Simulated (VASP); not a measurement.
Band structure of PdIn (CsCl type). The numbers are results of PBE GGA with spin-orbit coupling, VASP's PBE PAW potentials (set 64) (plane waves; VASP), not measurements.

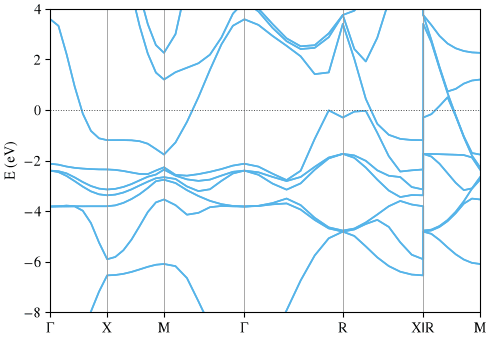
Figure. Bands along high-symmetry lines, zero at the valence-band maximum or, without a gap, the Fermi level

### Question
Read the plot: is there a gap, and where are the band edges?

### Answer
It has no gap at this level: it comes out as a metal or semimetal.

The compound is PdIn in the CsCl type structure. It was relaxed first, which changed the volume by +5 %.
